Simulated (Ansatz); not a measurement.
The calculation's input:

```
basis:
  gaussian: {orbitals: def2-TZVPD}
crystal:
  periodic: [false, false, false]
  atoms:
    - {symbol: P, position_ang: [1.010155, 1.827134, 0.620976]}
    - {symbol: Si, position_ang: [0.298566, -0.161063, 0.481099]}
    - {symbol: Si, position_ang: [0.050036, 3.303313, -0.890029]}
    - {symbol: H, position_ang: [0.122303, -0.754178, -0.860963]}
    - {symbol: H, position_ang: [0.302206, -1.043338, 1.667275]}
    - {symbol: H, position_ang: [0.783709, 2.184999, 1.973023]}
    - {symbol: H, position_ang: [-0.001275, 2.480859, -2.121186]}
    - {symbol: H, position_ang: [1.011091, 4.425779, -0.945256]}
    - {symbol: H, position_ang: [-1.277299, 3.658812, -0.338527]}
total_charge: 1
hamiltonian: {xc: pbe0}
output: {forces: true, orbitals: {seedname: orbitals}}
```

Run with:

```sh
ansatz run input.yaml --threads 1 --pin off --max-ram 2610MiB --events-out events.jsonl --progress --plain --runs-dir runs
```

Geometry: B3LYP-D3(BJ)/def2-SVP.

The calculation used isolated molecule in a Gaussian basis; Kohn-Sham density functional theory, functional PBE0 in Ansatz 0.2.0.

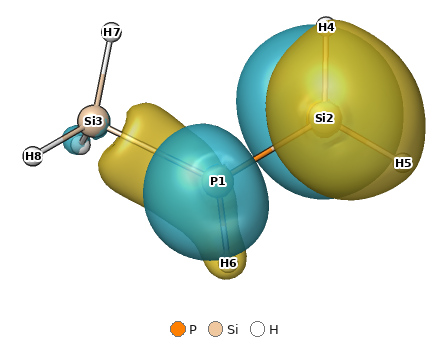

H₆PSi₂ (charge +1). One frontier orbital at ±0.1 Å⁻³ᐟ² (yellow and cyan are the two phases), seen across its widest extent.

Which orbital is it: HOMO or LUMO?

Answer. The LUMO, at −8.12 eV. By Hirshfeld shares it lies mainly on Si2 (about 60 %) and P1 (about 25 %).
